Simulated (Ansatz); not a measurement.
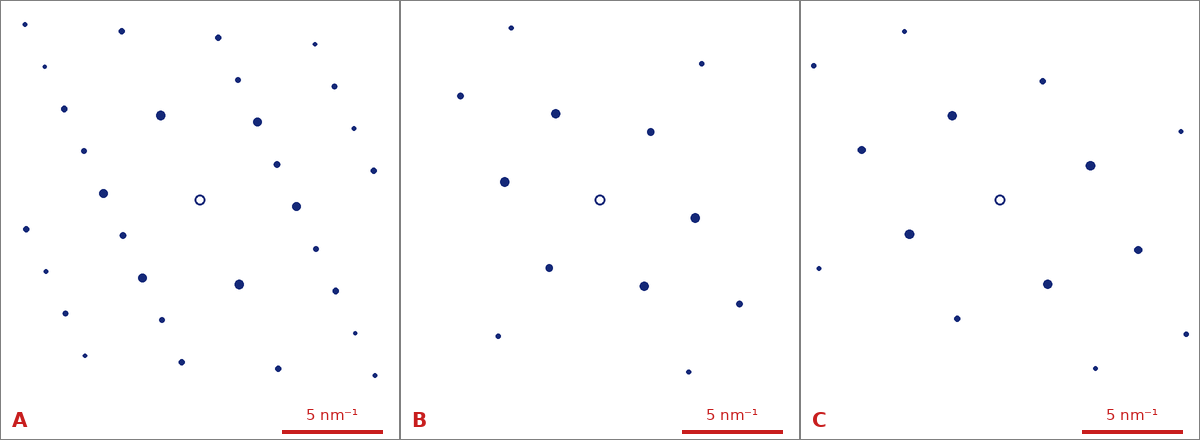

Computed electron diffraction patterns, 120 kV, single scattering only, B = 0.5 Å².

All three come from Ru, space group P6_3/mmc (No. 194), a = 2.72 Å, c = 4.30 Å (hexagonal axes). Structure: the input geometry of an electronic-structure calculation (not necessarily at equilibrium).

Assign the zone axes [100], [101], [211] to A, B and C.

A is [100]: rectangular net of 0 0 1 (itself extinct) at d = 4.30 Å and 0 1 0 at d = 2.36 Å, at 90.0°. B is [101]: centred rectangular net of 0 1 0 at d = 2.36 Å and 1 0 -1 at d = 2.07 Å, at 64.0°. C is [211]: centred rectangular net of 0 1 -1 at d = 2.07 Å and -1 1 1 at d = 2.07 Å, at 81.2°.
